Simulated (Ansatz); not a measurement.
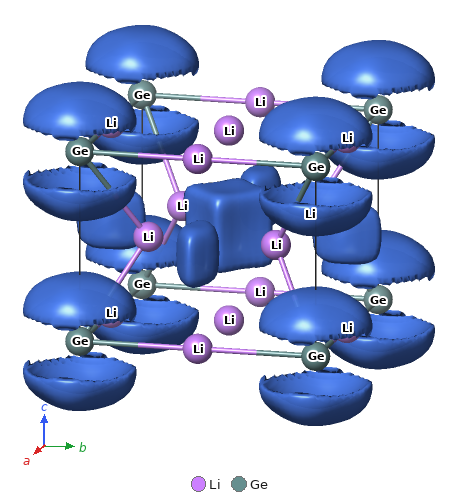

Li₇Ge. Isosurface of the ELF at 0.65 (blue), seen slightly off an axis. Only the valence region is drawn (cores and ρ < 0.01 e/Å³ removed). Sticks mark near contacts.

Space group P4/mmm; a structure generated by program, which may or may not match a known phase; computed without spin polarisation.

Theory: Ansatz, DFT PBE, scalar-relativistic, plane waves, PAW.

Where are the electrons localised?

Answer. At this value the surface marks out five pockets between the atoms, centred on no nucleus (multi-centre or interstitial), counted in one cell of 8 atoms. Any copies at cell faces, edges or corners count once.

Values along the shortest contacts:
Li–Ge (2.77 Å): the ELF reaches about 0.60 near the midpoint. Li–Ge (2.86 Å): the ELF peaks at about 0.70 in the valence shell of Ge, 1.4 Å from its nucleus, and is about 0.70 at the midpoint.
